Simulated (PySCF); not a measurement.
SMILES [GeH3][CH2][CH2][GeH3] (C2H10Ge2) at its GFN2-xTB optimised geometry (Å):

```
14

Ge     2.2513    -0.7122     0.0000
C      0.2781    -0.7122     0.0000
C     -0.2840     0.7046     0.0000
Ge    -2.2571     0.7097     0.0110
H      2.7828    -0.0057     1.2068
H      2.8310    -2.0916    -0.0116
H      2.7834     0.0143    -1.1947
H     -0.0815    -1.2564     0.8766
H     -0.0828    -1.2565    -0.8759
H      0.0808     1.2502     0.8736
H      0.0728     1.2469    -0.8788
H     -2.7986    -0.0205    -1.1771
H     -2.8310     2.0916    -0.0045
H     -2.7855     0.0119     1.2241
```

Calculation: PBE/def2-TZVP in PySCF. Cells within 0.4 Å of a nucleus heavier than hydrogen are left out (blank, or x).

Map of the log10 of the electron density (e/bohr³), floored at −4 on the plane z = 0.0 Å:

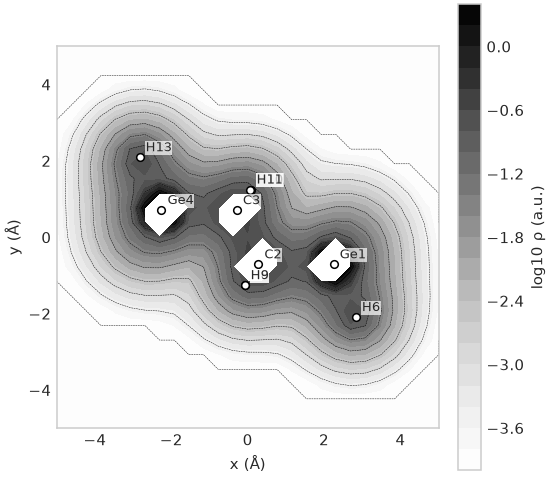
Figure. Log10 of the electron density (e/bohr³), floored at −4 on the plane z = 0.0 Å.
